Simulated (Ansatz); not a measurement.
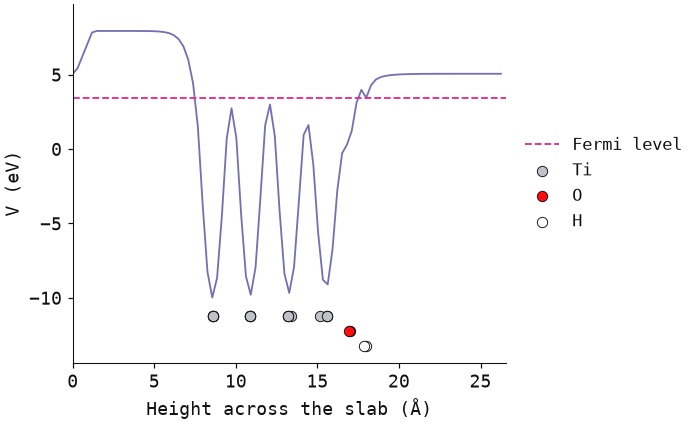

Plane-averaged electrostatic potential energy of an electron across the slab; circles at the bottom mark the heights of the atoms (positions after relaxation).

System: a (001) slab cut from Ti (P6_3/mmc), of composition Ti₈HO (not the bulk's), ended by Ti planes, 20 atoms in the cell. Starting structure of the relaxation:

```xyz
20
Lattice="5.7729 0.0000 0.0000 -2.8865 4.9995 0.0000 0.0000 0.0000 26.5426" Properties=species:S:1:pos:R:3 pbc="T T T"
Ti    1.4432    0.8333    8.0000
Ti    0.0000    3.3330    8.0000
Ti    4.3297    0.8333    8.0000
Ti    2.8865    3.3330    8.0000
Ti    0.0000    1.6665   10.2870
Ti   -1.4432    4.1663   10.2870
Ti    2.8865    1.6665   10.2870
Ti    1.4432    4.1663   10.2870
Ti    1.4432    0.8333   12.6594
Ti    0.0000    3.3330   12.6594
Ti    4.3297    0.8333   12.6594
Ti    2.8865    3.3330   12.6594
Ti    0.0000    1.6665   14.8343
Ti   -1.4432    4.1663   14.8343
Ti    2.8865    1.6665   14.8343
Ti    1.4432    4.1663   14.8343
O     0.3327    0.4432   18.2490
O     0.0000    0.0000   17.0543
H    -0.5266    0.5287   18.7358
H     0.1938   -0.9719   17.0817
```

Computed with Ansatz 0.2.0: DFT PBE+D3(BJ), scalar-relativistic, plane waves, PAW, no spin polarisation, 4×4×1 k mesh, Gaussian smearing of 0.1 eV.

### What is the work function?

The work function is 1.66 eV at the right face and 4.54 eV at the left.

### How thick are slab and vacuum?

The outermost atoms are 9.4 Å apart, which leaves 17.2 Å of vacuum in a cell 26.5 Å high.

The run may have settled in a state above the lowest, so this need not be the ground state.
